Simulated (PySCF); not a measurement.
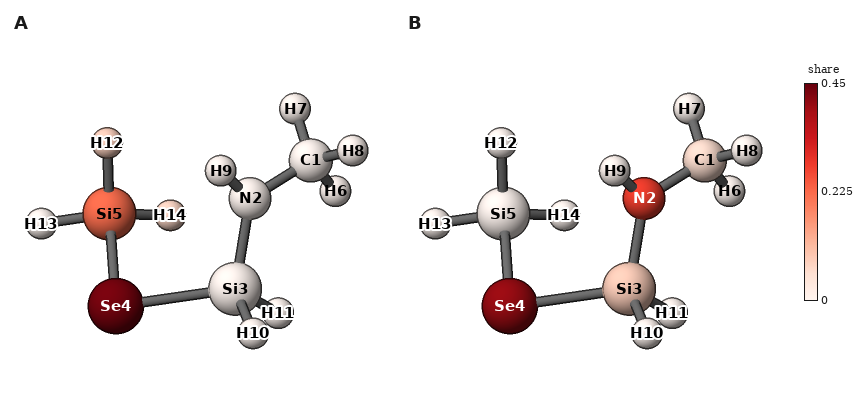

Each panel colours the atoms by their Löwdin share in one orbital (up to four of the largest shares; other atoms are shown as zero). The geometry was computed by an optimisation with PBE0-D3(BJ)/def2-SVP. No frequency run is at hand to confirm it as a minimum. Method: CAM-B3LYP/def2-SVPD in chloroform (IEF-PCM) (PySCF 2.14.0).

**The panels show the HOMO, LUMO, in some order. Which is which?**

A: LUMO, 0.68 eV; Se4 0.43, Si5 0.22, H12 0.08, H14 0.07
B: HOMO, −8.09 eV; Se4 0.40, N2 0.28, Si3 0.08, C1 0.06
